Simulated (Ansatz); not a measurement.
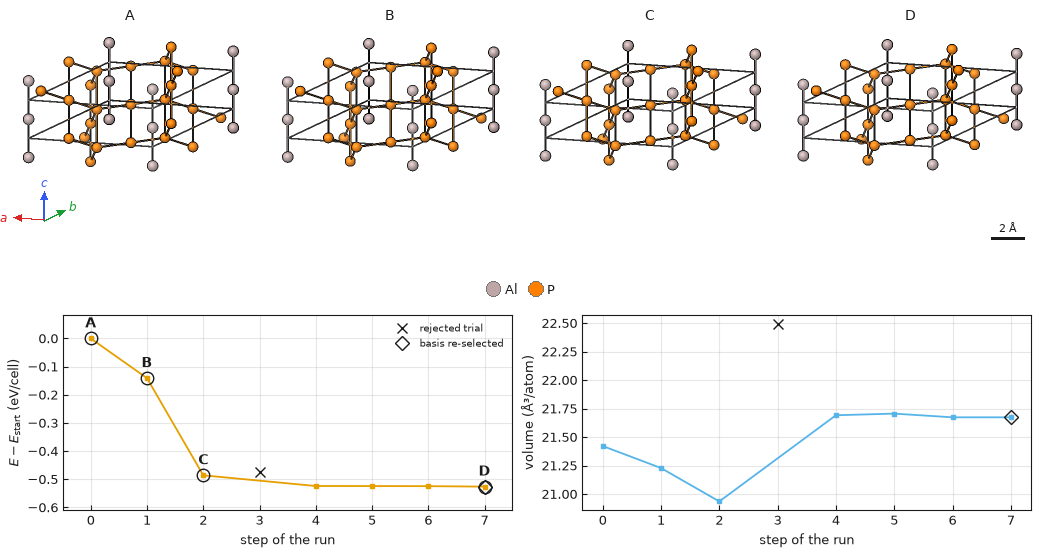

Frames of a relaxation of a crystal of AlP5 (a generated structure, set up in P6/mmm) (coarse preliminary run), marked on the history of the run. A ball-and-stick model of the cell of the calculation, seen from a free direction.

All numbers below come from DFT PBE, scalar-relativistic, plane waves, PAW in Ansatz 0.2.0.

Input file:
```yaml
crystal:
  lattice:
    - [7.6562855466, 0.0, 0.0]
    - [-3.8281427733, 6.630537782, 0.0]
    - [0.0, 0.0, 2.5318474462]
  atoms:
    - { symbol: Al, position: [0.0, 0.0, 0.5] }
    - { symbol: P, position: [0.5, 0.0, 0.5] }
    - { symbol: P, position: [0.0, 0.5, 0.5] }
    - { symbol: P, position: [0.5, 0.5, 0.5] }
    - { symbol: P, position: [0.3333333333, 0.6666666667, 0.5] }
    - { symbol: P, position: [0.6666666667, 0.3333333333, 0.5] }
basis:
  ecutwfc: 420
kpoints:
  mp_grid: { grid: [3, 3, 6] }
hamiltonian:
  xc: pbe
scf:
  occupations: { method: gaussian, width: 0.1 }
  lower_state_search: "off"
output:
  forces: true
  stress: true
  eigenvalues: true
relax:
  adjacent_minimum: "off"
  f_tol: 0.04
  max_steps: 70
  cell: { stress_tol: 0.4 }
```

Command:
```bash
ansatz run input.yaml --threads 1 --pin off --max-ram 2560MiB --backend cpu --events-out ev --progress --plain --runs-dir out
```

What happens along the run?

Over 5 accepted moves (7 points after the start) the energy falls by 0.526 eV per cell of the calculation. All forces vanish by symmetry, so only the cell relaxes. The pressure goes from −0.52 to 0.01 GPa. The line search rejected the trial step at point 3 of the run. At 1 point the geometry stayed and the basis and grid were re-selected for the new cell (energy shift of 1.6 meV per cell of the calculation at most each time). The atoms keep their places relative to the cell (all moves are under 0.005 Å). The volume changes by +1.2 %, with a = b 7.656 → 7.982 Å (+4.2 %), c 2.532 → 2.357 Å (−6.9 %). Among the contacts that change: P2–P2 2.532 → 2.357 Å, Al1–Al1 2.532 → 2.357 Å, P2–P5 2.210 → 2.304 Å. The space group stays P6/mmm (No. 191). From step 0 to 1: volume −0.9 %, energy −0.141 eV per cell of the calculation. From step 1 to 2: volume −1.4 %, energy −0.345 eV per cell of the calculation. From step 2 to 7: volume +3.5 %, energy −40.1 meV per cell of the calculation.

| step | E − E(0), meV/atom | pressure, GPa | volume, Å³/atom | note |
| --- | --- | --- | --- | --- |
| 0 | 0.00 | -0.52 | 21.422 |  |
| 1 | -23.49 | 0.01 | 21.228 |  |
| 2 | -81.00 | 2.08 | 20.935 |  |
| 3 | -79.15 | -1.83 | 22.496 | rejected |
| 4 | -87.32 | 0.01 | 21.692 |  |
| 5 | -87.36 | -0.17 | 21.706 |  |
| 6 | -87.41 | -0.01 | 21.674 |  |
| 7 | -87.68 | 0.01 | 21.674 | same geometry, new basis |

Limits of the set-up: the k-point mesh is coarse for a cell with partly filled bands.
